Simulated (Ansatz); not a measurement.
# CCSD/STO-3G run of GeH2S (SMILES [SH][GeH])

What is the vertical singlet–triplet gap of GeH2S at CCSD/STO-3G? 

The calculation is run with Ansatz 0.2.0.

51 further runs of the same task are left out: 3 that didn't finish, 48 set aside as unsound or not needed.

**1. The structure to begin with**

GeH2S has 4 atoms, charge 0, and is taken as a singlet. As SMILES, `[SH][GeH]`. Geometry: relaxed at PBE0-D4/def2-TZVP.

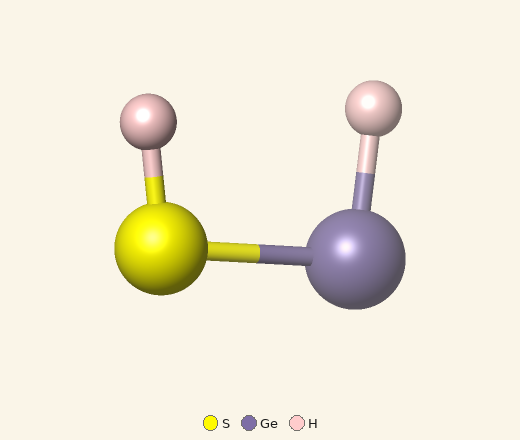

Viewed from a chosen angle; sulfur yellow, germanium purple, hydrogen pink.

**2. A single-point energy at CCSD/STO-3G**

File in.yaml:

```yaml
basis:
  gaussian:
    orbitals: STO-3G
crystal:
  periodic: [false, false, false]
  atoms:
    - {symbol: S, position_ang: [-0.443300, -1.201800, 0.271700]}
    - {symbol: Ge, position_ang: [-0.841700, 0.737900, -0.743600]}
    - {symbol: H, position_ang: [0.779200, -0.962100, 0.771200]}
    - {symbol: H, position_ang: [0.561200, 1.365900, -0.319400]}
correlation:
  method: ccsd
  frozen_orbitals: {Ge: 9, H: 0, S: 5}
accuracy: high
scf:
  omitted_lower_state_checks: [cluster_reference, increment]
```

Started as:

```
$ ansatz run in.yaml --threads 1 --pin off --max-ram 2610MiB --events-out events.jsonl --progress --plain --runs-dir runs
```

Standard output, cut to the lines that bear on the results:

```text
Warning: RAYON_NUM_THREADS=1 ignored (pool sized by the plan → 1); use --threads N
Functional definition: HF
  name "HF"
[...]
422 factors; integrals over basis functions are off by at most 1.4e-8 eV
[...]
mean field -66560.43803525 eV, -2446.0509815100 hartree, gradient 2.3e-8 eV, S^2 0.000000; 0 other end points of the search recorded, 0 dependent functions left out
14 core orbitals not correlated: weight in the atoms' cores, before any rotation towards them, 1.000 or more for the frozen orbitals, at most 0.000 for the correlated occupied ones
reference -66560.43803525 eV, -2446.0509815100 hartree; 11, 11 occupied and 4, 4 virtual orbitals, 422 factors
second order -1.57276804 eV of doubles, -0.00000000 eV of singles
cycle   1  -1.93950560 eV  change   -3.7e-1 eV  update   8.6e-2
[...]
cycle  22  -2.22524088 eV  change   5.3e-10 eV  update   1.4e-9
Total energy: -66562.66327613 eV, -2446.1327576040 hartree
Checks for a lower state left out: cluster_reference, increment
```

Wall time 0.32 s (1 thread of Arm Neoverse V1, shared host).

**3. The triplet, same level**

File input.yaml:

```yaml
crystal:
  periodic: [false, false, false]
  atoms:
    - symbol: S
      position_ang: [-0.443300, -1.201800, 0.271700]
    - symbol: Ge
      position_ang: [-0.841700, 0.737900, -0.743600]
    - symbol: H
      position_ang: [0.779200, -0.962100, 0.771200]
    - symbol: H
      position_ang: [0.561200, 1.365900, -0.319400]
basis:
  gaussian: {orbitals: STO-3G}
magnetization: {spin_polarized: true, initial_magnetization: 2}
accuracy: high
correlation: {method: ccsd, frozen_orbitals: {Ge: 9, H: 0, S: 5}}
scf: {omitted_lower_state_checks: [cluster_reference, increment]}
```

Started as:

```
$ ansatz run input.yaml --threads 1 --pin off --max-ram 2610MiB --events-out events.jsonl --progress --plain --runs-dir runs
```

Standard output, cut to the lines that bear on the results:

```text
Warning: RAYON_NUM_THREADS=1 ignored (pool sized by the plan → 1); use --threads N
[... 2 set-up lines as earlier in the session ...]
[...]
422 factors; integrals over basis functions are off by at most 1.4e-8 eV
[...]
mean field -66558.98516034 eV, -2445.9975893419 hartree, gradient 2.1e-8 eV, S^2 2.005103; 1 other end points of the search recorded, 0 dependent functions left out
14 core orbitals not correlated: weight in the atoms' cores, before any rotation towards them, 1.000 or more for the frozen orbitals, at most 0.000 for the correlated occupied ones
reference -66558.98516034 eV, -2445.9975893419 hartree; 12, 10 occupied and 3, 5 virtual orbitals, 422 factors
second order -1.14340848 eV of doubles, -0.00000000 eV of singles
cycle   1  -1.48984943 eV  change   -3.5e-1 eV  update   5.8e-2
[...]
cycle  27  -1.71751090 eV  change  -2.4e-10 eV  update   1.3e-9
Total energy: -66560.70267124 eV, -2446.0607067034 hartree
Checks for a lower state left out: cluster_reference, increment
```

It took 0.56 s on 1 thread of Arm Neoverse V1, shared host.

**4. Outcome**

Level: CCSD/STO-3G, 14 core orbitals frozen.

```
                                             quantity           value
                                singlet: total energy  -2446.13276 Eh
singlet: correlation energy (14 core orbitals frozen)       -81.8 mEh
                               singlet: T1 diagnostic           0.019
                                triplet: total energy  -2446.06071 Eh
triplet: correlation energy (14 core orbitals frozen)       -63.1 mEh
           triplet: ⟨S²⟩ of the reference determinant           2.005
                               triplet: T1 diagnostic           0.009
     vertical energy of the triplet above the singlet        1.961 eV
```

At this shape the triplet lies 1.96 eV (45 kcal/mol) above the singlet. In a minimal basis such a difference can be off by several eV, whatever the method.
